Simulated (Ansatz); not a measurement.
# Profile along the Os–Os line in Os (fcc, Cu type)

Os (fcc, Cu type)

Space group Fm-3m (No. 225); a = b = c = 3.8025 Å, α = β = γ = 90.00°

```json
[
 {"atom": "Os", "site": "4a", "symmetry": "m-3m", "x": "0.0000", "y": "0.0000", "z": "0.0000"}
]
```
(The calculation used a cell of 1 atom; values per cell refer to that cell.)

Fields along a shortest Os–Os line of a {111} plane (2.69 Å), from Os to Os, interpolated on the slice's grid (step about 0.2 Å). Level of theory: LDA (plane waves to 420 eV, PAW, scalar-relativistic; Ansatz, a quantum-chemistry and plane-wave program). k mesh 21×21×21. These are valence fields of a PAW run, semicore shells included where kept as valence: close to a nucleus they are smooth pseudo fields. Os is run without spin polarisation. Os was relaxed with its symmetry unable to fall. Spin-orbit coupling is left out, though Os is heavy. This is one of several known forms of Os; the measured ambient cells at hand have space group No. 194.

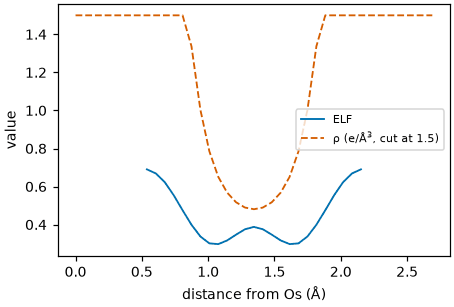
Figure. ELF (away from the nuclei) and valence density from Os to Os.

Density on the Os–Os line (2.69 Å) at its midpoint: 0.48 e/Å³. ELF at that point: 0.39.
